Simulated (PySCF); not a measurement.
**C₃H₈BN: electronic excitations at several levels of theory**

Aim: compute the electronic excitations of C₃H₈BN (`C=NB(C)C`) at several levels, and see how far they spread and what each costs.

Programs: PySCF 2.14.0, with density-fitted response routines of our own. Each step states its level of theory. These are calculated values for one molecule in the gas phase, unless marked as measured. Atoms are numbered from 0 throughout.

## 1. The starting structure

13 atoms, charge 0, multiplicity 1; geometry from: GFN2-xTB.

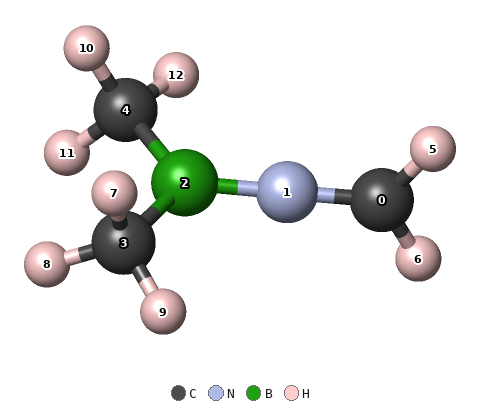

The starting geometry (carbon dark grey, nitrogen light blue, boron green, hydrogen pink), atoms numbered.

## 2. Relaxing the molecule at PBE0-D3(BJ)/def2-SVP

Job settings and geometry (Å):

```
{"job": {"xc": "PBE0", "basis": "def2-SVP", "d3": "d3bj", "grid": 1, "kind": "geom"}, "charge": 0, "multiplicity": 1}
C      1.703543    -1.498561     0.696260
N      0.819919    -0.716331     0.320059
B     -0.138533     0.133159    -0.076953
C     -1.396619    -0.419226    -0.890442
C     -0.025466     1.681458     0.293114
H      1.644868    -2.010809     1.655889
H      2.579495    -1.711095     0.084784
H     -2.208092    -0.648966    -0.202542
H     -1.774074     0.317007    -1.594944
H     -1.172753    -1.329849    -1.439987
H     -0.866105     1.985409     0.912918
H     -0.058198     2.293160    -0.605551
H      0.887626     1.925132     0.829667
```

What it wrote:

```text
step   0  E = -198.37404524  max force = 0.023188
step   1  E = -198.37624795  max force = 0.002653
step   2  E = -198.37629647  max force = 0.000635
step   3  E = -198.37633190  max force = 0.001524
step   4  E = -198.37637429  max force = 0.002644
step   5  E = -198.37645128  max force = 0.002252
step   6  E = -198.37654312  max force = 0.001839
step   7  E = -198.37657815  max force = 0.001219
step   8  E = -198.37659351  max force = 0.000606
step   9  E = -198.37659722  max force = 0.000343
optimisation converged
```

Wall time 42 s (1 thread, shared host).

Relaxation path:

```csv
step,energy from step 0 (eV),largest force component (eV/Å)
0,0.0000,1.1924
1,-0.0599,0.1364
2,-0.0613,0.0327
3,-0.0622,0.0784
4,-0.0634,0.1360
5,-0.0655,0.1158
6,-0.0680,0.0946
7,-0.0689,0.0627
8,-0.0693,0.0312
9,-0.0694,0.0176
```

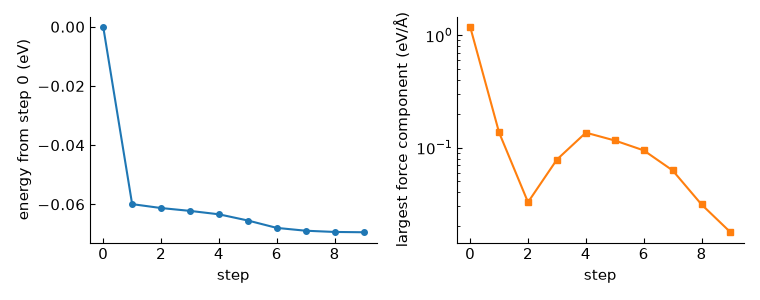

Energy and force, step by step.

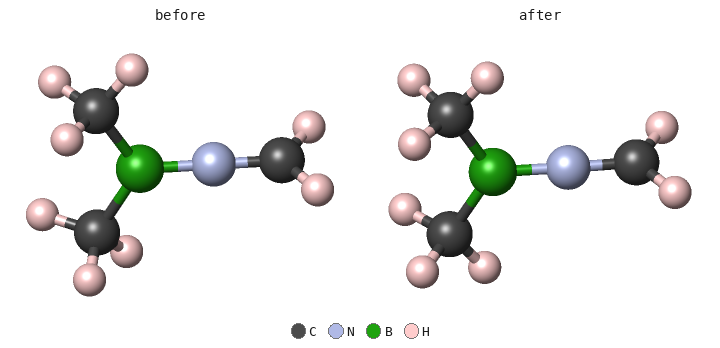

Before and after, at one scale.

Distances of close pairs at the start and the end, largest changes first:

```csv
bond,before (Å),after (Å),change (Å)
N1–B2,1.341,1.372,+0.031
C0–H6,1.089,1.106,+0.017
C0–H5,1.089,1.106,+0.017
C3–H8,1.087,1.103,+0.016
C4–H11,1.088,1.104,+0.016
C3–H7,1.088,1.103,+0.015
C4–H10,1.088,1.103,+0.015
C4–H12,1.087,1.099,+0.013
```

The final coordinates are the input of the step that follows.

```csv
at the end point,value
point group (found at 0.08 Å tolerance),C2
"rotational constants (GHz, main isotopes)","7.273, 3.563, 2.508"
dipole moment (D),1.30
```

## 3. TDDFT and polarisability: PBE0/aug-cc-pVDZ

Job settings and geometry (Å):

```
{"job": {"kind": "uv", "xc": "PBE0", "basis": "aug-cc-pVDZ"}, "charge": 0, "multiplicity": 1}
C      1.446162    -1.012641     0.282054
N      0.540649    -0.222785    -0.041567
B     -0.441848     0.653883    -0.426146
C     -1.681203     0.118111    -1.258758
C     -0.318677     2.184571    -0.027774
H      1.419749    -1.574996     1.234089
H      2.325278    -1.193901    -0.364504
H     -2.607627     0.260170    -0.676440
H     -1.805209     0.710259    -2.180884
H     -1.609562    -0.943697    -1.534499
H     -1.242034     2.528745     0.466946
H     -0.214578     2.795063    -0.941334
H      0.533507     2.408133     0.629878
```

Level: TDDFT PBE0/aug-cc-pVDZ, vertical, gas phase, core orbitals frozen in the response.

What it wrote:

```text
coarse grid: 10368 points
cycle   1  E = -198.4494419797  dE =  3.763e-01  |g| = 5.007e-01  |ddm| = 7.611e+00
cycle   2  E = -198.3612282523  dE =  8.821e-02  |g| = 7.751e-01  |ddm| = 1.961e+00
cycle   3  E = -198.5166980926  dE = -1.555e-01  |g| = 1.225e-01  |ddm| = 1.114e+00
cycle   4  E = -198.5200052015  dE = -3.307e-03  |g| = 3.178e-02  |ddm| = 2.108e-01
cycle   5  E = -198.5201825729  dE = -1.774e-04  |g| = 1.371e-02  |ddm| = 5.623e-02
cycle   6  E = -198.5202332670  dE = -5.069e-05  |g| = 1.379e-03  |ddm| = 2.297e-02
cycle   7  E = -198.5202336733  dE = -4.062e-07  |g| = 3.029e-04  |ddm| = 2.400e-03
final grid: 98800 points
cycle   8  E = -198.5294352457  dE = -1.998e-05  |g| = 7.460e-03  |ddm| = 1.201e-01
cycle   9  E = -198.5294307350  dE =  4.511e-06  |g| = 8.642e-03  |ddm| = 3.039e-02
cycle  10  E = -198.5294495627  dE = -1.883e-05  |g| = 1.681e-03  |ddm| = 1.504e-02
cycle  11  E = -198.5294502103  dE = -6.476e-07  |g| = 1.371e-04  |ddm| = 2.174e-03
cycle  12  E = -198.5294502130  dE = -2.675e-09  |g| = 8.288e-05  |ddm| = 3.641e-04
cycle  13  E = -198.5294502148  dE = -1.828e-09  |g| = 1.626e-05  |ddm| = 1.559e-04
cycle  14  E = -198.5294502149  dE = -6.736e-11  |g| = 3.352e-06  |ddm| = 3.510e-05
converged SCF energy = -198.5294502149

Static polarisability (au): isotropic 66.314, principal 49.664 57.749 91.528

Singlet excitations
state   eV       nm        f      main configurations
  1   4.5319    273.6   0.00000   H->L 0.98
  2   6.2244    199.2   0.00625   H->L+1 0.95
  3   6.5590    189.0   0.06415   H-1->L 0.78, H->L+3 0.15
  4   6.8012    182.3   0.00664   H->L+2 0.95
  5   6.9423    178.6   0.29406   H->L+3 0.83, H-1->L 0.11
  6   7.1233    174.1   0.00006   H->L+4 0.97
  7   7.1364    173.7   0.05599   H-1->L+1 0.97
  8   7.3078    169.7   0.00026   H-1->L+3 0.68, H-1->L+5 0.17, H-1->L+9 0.12
  9   7.4520    166.4   0.27489   H->L+5 0.92
 10   7.6052    163.0   0.01849   H->L+6 0.89

Triplet excitations (Tamm-Dancoff, eV): 3.9522 4.7682 5.7161 6.1298
```

Wall time 23 s (1 thread, shared host).

Frontier orbitals and where they lie:

```csv
orbital,eV,atoms
HOMO−3,-9.89,"C4 21 %, C3 20 %, N1 18 %"
HOMO−2,-9.81,"C3 27 %, C4 27 %, B2 15 %"
HOMO−1,-8.15,"C3 20 %, C4 20 %, B2 18 %"
HOMO,-7.32,"N1 50 %, C0 20 %, B2 12 %"
LUMO,-0.71,"C0 45 %, N1 30 %, H6 6 %"
LUMO+1,-0.06,"H6 19 %, H5 18 %, H11 9 %"
LUMO+2,0.35,"B2 17 %, H6 16 %, H5 15 %"
```

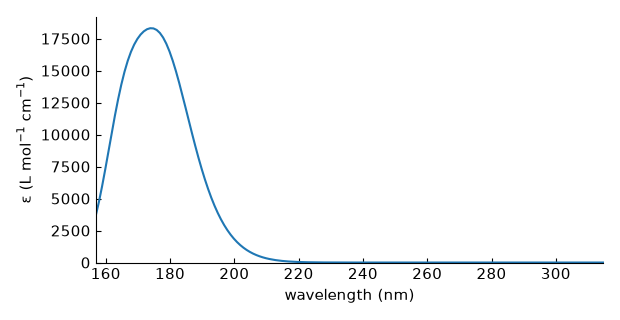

Absorption spectrum: each of the 10 states is a Gaussian band of 0.4 eV half-width at 1/e. Beyond the last state computed it falls off for lack of states.

Ground-state properties from the same run:

```csv
property,computed
dipole moment (D),1.34
polarisability (Å³),9.83
HOMO–LUMO gap (eV),6.61
−ε(HOMO) (eV),7.32
```

## 4. TDDFT and polarisability: PBE0/def2-TZVPD

Settings changed since step 3:

```diff
@@ -1,2 +1,2 @@
-{"job": {"kind": "uv", "xc": "PBE0", "basis": "aug-cc-pVDZ"}, "charge": 0, "multiplicity": 1}
+{"job": {"kind": "uv", "xc": "PBE0", "basis": "def2-TZVPD"}, "charge": 0, "multiplicity": 1}
 C      1.446162    -1.012641     0.282054
```

Level: TDDFT PBE0/def2-TZVPD, vertical, gas phase, core orbitals frozen in the response.

What it wrote:

```text
coarse grid: 10368 points
cycle   1  E = -198.5205332708  dE =  3.457e-01  |g| = 5.214e-01  |ddm| = 3.447e+00
cycle   2  E = -198.4284597048  dE =  9.207e-02  |g| = 8.048e-01  |ddm| = 1.312e+00
cycle   3  E = -198.5907199436  dE = -1.623e-01  |g| = 1.308e-01  |ddm| = 7.290e-01
cycle   4  E = -198.5942337735  dE = -3.514e-03  |g| = 3.887e-02  |ddm| = 1.032e-01
cycle   5  E = -198.5945028714  dE = -2.691e-04  |g| = 1.474e-02  |ddm| = 3.221e-02
cycle   6  E = -198.5945577867  dE = -5.492e-05  |g| = 1.541e-03  |ddm| = 1.126e-02
cycle   7  E = -198.5945582718  dE = -4.851e-07  |g| = 3.799e-04  |ddm| = 2.188e-03
final grid: 98800 points
cycle   8  E = -198.5815167373  dE = -5.557e-05  |g| = 7.319e-03  |ddm| = 2.651e-01
cycle   9  E = -198.5815129534  dE =  3.784e-06  |g| = 8.257e-03  |ddm| = 1.584e-02
cycle  10  E = -198.5815291509  dE = -1.620e-05  |g| = 1.515e-03  |ddm| = 7.580e-03
cycle  11  E = -198.5815296479  dE = -4.970e-07  |g| = 2.896e-04  |ddm| = 1.016e-03
cycle  12  E = -198.5815296633  dE = -1.534e-08  |g| = 9.689e-05  |ddm| = 2.556e-04
cycle  13  E = -198.5815296656  dE = -2.294e-09  |g| = 2.074e-05  |ddm| = 9.101e-05
cycle  14  E = -198.5815296657  dE = -9.845e-11  |g| = 4.700e-06  |ddm| = 2.351e-05
converged SCF energy = -198.5815296657

Static polarisability (au): isotropic 66.078, principal 49.612 57.527 91.094

Singlet excitations
state   eV       nm        f      main configurations
  1   4.5432    272.9   0.00000   H->L 0.99
  2   6.3878    194.1   0.00391   H->L+1 0.96
  3   6.6011    187.8   0.08949   H-1->L 0.83, H->L+3 0.13
  4   7.1257    174.0   0.01202   H->L+2 0.94
  5   7.2720    170.5   0.05433   H-1->L+1 0.98
  6   7.3679    168.3   0.01734   H-1->L+3 0.90
  7   7.3963    167.6   0.68362   H->L+3 0.76, H-1->L 0.11
  8   7.6072    163.0   0.00101   H->L+4 0.98
  9   7.9411    156.1   0.03938   H-2->L 0.76, H-1->L+2 0.21
 10   7.9955    155.1   0.00562   H-1->L+2 0.72, H-2->L 0.22

Triplet excitations (Tamm-Dancoff, eV): 3.9635 4.7587 5.7614 6.2863
```

Wall time 36 s (1 thread, shared host).

This run: HOMO -7.35 eV, LUMO -0.68 eV; lowest singlet 4.54 eV.

## 5. Excited states and response: PBE0/6-31+G*

Settings changed since step 4:

```diff
@@ -1,2 +1,2 @@
-{"job": {"kind": "uv", "xc": "PBE0", "basis": "def2-TZVPD"}, "charge": 0, "multiplicity": 1}
+{"job": {"kind": "uv", "xc": "PBE0", "basis": "6-31+G*"}, "charge": 0, "multiplicity": 1}
 C      1.446162    -1.012641     0.282054
```

Level: TDDFT PBE0/6-31+G*, vertical, gas phase, core orbitals frozen in the response.

What it wrote:

```text
coarse grid: 10368 points
cycle   1  E = -198.4812375014  dE =  3.661e-01  |g| = 5.081e-01  |ddm| = 3.116e+00
cycle   2  E = -198.3953672822  dE =  8.587e-02  |g| = 7.733e-01  |ddm| = 1.315e+00
cycle   3  E = -198.5504329044  dE = -1.551e-01  |g| = 1.237e-01  |ddm| = 8.732e-01
cycle   4  E = -198.5538243150  dE = -3.391e-03  |g| = 3.113e-02  |ddm| = 1.021e-01
cycle   5  E = -198.5539968513  dE = -1.725e-04  |g| = 1.331e-02  |ddm| = 3.529e-02
cycle   6  E = -198.5540449910  dE = -4.814e-05  |g| = 1.307e-03  |ddm| = 1.314e-02
cycle   7  E = -198.5540453404  dE = -3.495e-07  |g| = 3.541e-04  |ddm| = 1.337e-03
final grid: 98800 points
cycle   8  E = -198.5118212325  dE = -1.908e-05  |g| = 7.479e-03  |ddm| = 2.764e-02
cycle   9  E = -198.5118169026  dE =  4.330e-06  |g| = 8.690e-03  |ddm| = 1.464e-02
cycle  10  E = -198.5118359247  dE = -1.902e-05  |g| = 1.631e-03  |ddm| = 8.325e-03
cycle  11  E = -198.5118365343  dE = -6.095e-07  |g| = 1.317e-04  |ddm| = 1.260e-03
cycle  12  E = -198.5118365369  dE = -2.668e-09  |g| = 7.591e-05  |ddm| = 1.726e-04
cycle  13  E = -198.5118365385  dE = -1.525e-09  |g| = 1.677e-05  |ddm| = 8.490e-05
cycle  14  E = -198.5118365385  dE = -6.679e-11  |g| = 3.319e-06  |ddm| = 1.938e-05
converged SCF energy = -198.5118365385

Static polarisability (au): isotropic 60.273, principal 44.185 49.736 86.897

Singlet excitations
state   eV       nm        f      main configurations
  1   4.5970    269.7   0.00000   H->L 0.98
  2   6.4141    193.3   0.00238   H->L+1 0.92
  3   6.6167    187.4   0.10224   H-1->L 0.83, H->L+3 0.12
  4   7.0063    177.0   0.00640   H->L+2 0.92
  5   7.1752    172.8   0.38370   H->L+3 0.83, H-1->L 0.09
  6   7.2631    170.7   0.06048   H-1->L+1 0.98
  7   7.2966    169.9   0.00061   H->L+4 0.98
  8   7.3926    167.7   0.00054   H-1->L+3 0.85, H-1->L+5 0.11
  9   7.8187    158.6   0.00082   H-1->L+2 0.95
 10   7.9624    155.7   0.09492   H->L+6 0.74, H->L+5 0.21

Triplet excitations (Tamm-Dancoff, eV): 4.0287 4.7774 5.8023 6.3174
```

It took 11 s on 1 thread, shared host.

Key values: HOMO -7.33 eV, LUMO -0.64 eV; lowest singlet 4.60 eV.

## 6. Run by run: electronic excitations

Excitations and ground-state properties, with basis size and wall time:

```csv
run,lowest singlet (eV),brightest (eV),f,gap (eV),α (Å³),μ (D),functions,time
PBE0/aug-cc-pVDZ,4.53,6.94,0.294,6.61,9.83,1.34,187,23 s
PBE0/def2-TZVPD,4.54,7.40,0.684,6.67,9.79,1.33,257,36 s
PBE0/6-31+G*,4.60,7.18,0.384,6.69,8.93,1.33,106,11 s
```

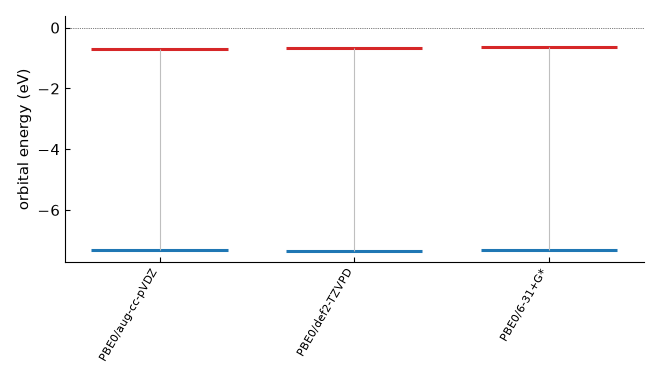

HOMO (blue) and LUMO (red) run by run.

## 7. Results

| quantity | value |
| --- | --- |
| point group | C2 |
| rotational constants (main isotopes) | 7.27, 3.56, 2.51 GHz |
| lowest singlet (PBE0/aug-cc-pVDZ) | 4.53 eV (274 nm), f = 0.000 |
| brightest single state of those computed | state 5, 6.94 eV, f = 0.294 |
| lowest triplet | 3.95 eV |
| range of the lowest singlet | 4.53 to 4.60 eV |

What this shows: Single values in the summary come from the first run of each kind that ended normally (PBE0/aug-cc-pVDZ), which need not be the best level. Relaxing lowered the energy by 0.069 eV in 9 steps; the close pair that moved most is N1–B2, from 1.341 to 1.372 Å. No frequency check was run at this level, so the end point may be a saddle. The lowest singlet, at 4.53 eV, is HOMO→LUMO 0.98 and is dark; of the 10 states computed, the strongest absorption comes from state 5 at 6.94 eV. The lowest triplet lies 0.58 eV below the lowest singlet (triplets in Tamm-Dancoff, singlets in full TDDFT). The lowest singlet runs from 4.53 eV (PBE0/aug-cc-pVDZ) to 4.60 eV (PBE0/6-31+G*), while the orbital gap spans 6.61 to 6.69 eV. The lowest state need not be the same one in every run.
